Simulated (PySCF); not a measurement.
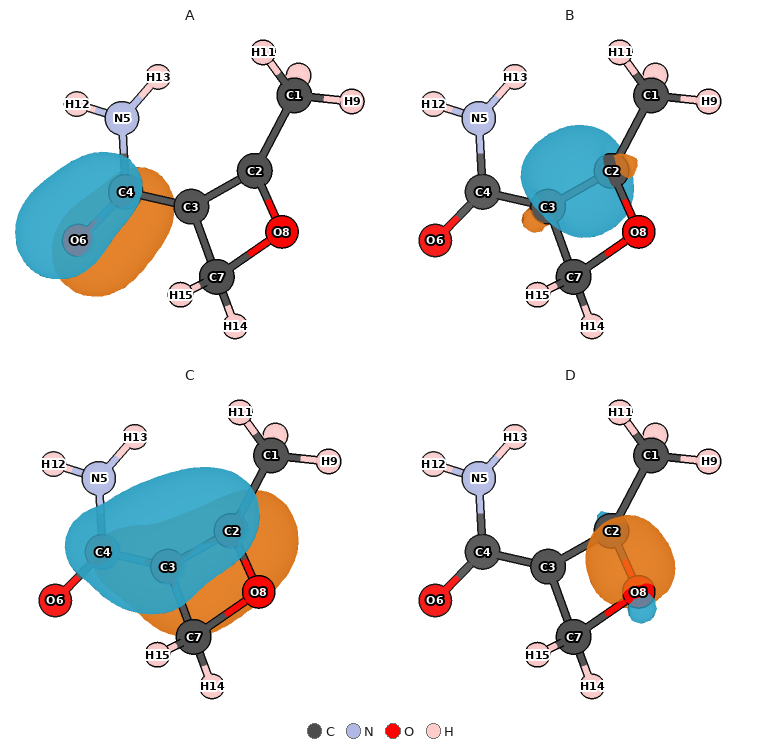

*C₅H₇NO₂, SMILES `CC1=C(C(N)=O)CO1`. Intrinsic bond orbitals (IBO), occupied; each surface holds about 85 % of the orbital's density. Energies are diagonal elements of the Fock matrix.*

PySCF calculation, PBE0/6-311+G**, gas phase; geometry: GFN2-xTB. No frequency check shows the geometry to be a minimum.

### What does each orbital represent in a Lewis picture?

By panel:
- A: π bond O6–C4 (O6 72 %, C4 26 %; −9.9 eV)
- B: σ bond C2–C3 (C2 50 %, C3 49 %; −18.0 eV)
- C: π bond C3–C2 (C3 54 %, C2 37 %, C4 6 %; −9.0 eV)
- D: σ bond O8–C2 (O8 63 %, C2 36 %; −21.3 eV)

### Which has the smallest and which the largest spatial spread?

Smallest: D (0.72 Å); largest: C (1.25 Å).

### How do all the valence pairs divide up?

22 pairs: 15 σ bonds, 4 lone pairs, 2 two-centre π bonds and 1 strongly polarised pair.

Run time: 62 s on 1 thread of AMD EPYC (Zen 3) (shared host), peak memory 0.86 GiB.
